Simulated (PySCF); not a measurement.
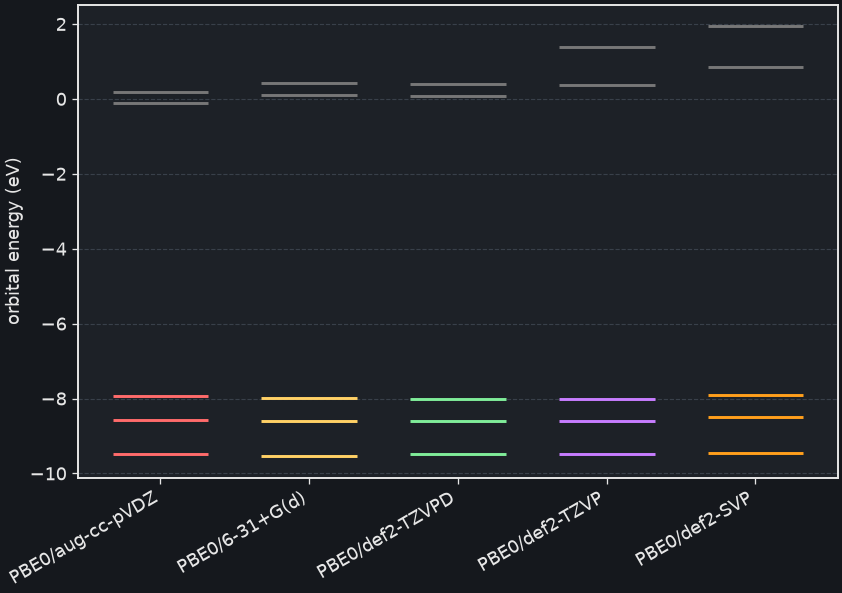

Frontier orbital energies of C₃H₁₀OSi, SMILES CC(C)O[SiH3] at one geometry, PySCF, at a PBE0-D3(BJ)/def2-SVP geometry (no frequency check). Empty levels are grey, levels within 0.1 eV stand side by side; all columns show the same few orbitals around the gap.

**How do the frontier levels move from column to column?**

The separation grows from 7.83 eV (PBE0/aug-cc-pVDZ) to 8.76 eV (PBE0/def2-SVP).

```tsv
level	HOMO (eV)	LUMO (eV)	separation (eV)
PBE0/aug-cc-pVDZ	−7.94	−0.11	7.83
PBE0/6-31+G(d)	−7.98	0.12	8.10
PBE0/def2-TZVPD	−8.02	0.09	8.11
PBE0/def2-TZVP	−8.00	0.37	8.37
PBE0/def2-SVP	−7.91	0.85	8.76
```

Caveats, for all or some of the runs: empty levels above zero depend strongly on the basis; one conformer of a flexible molecule.
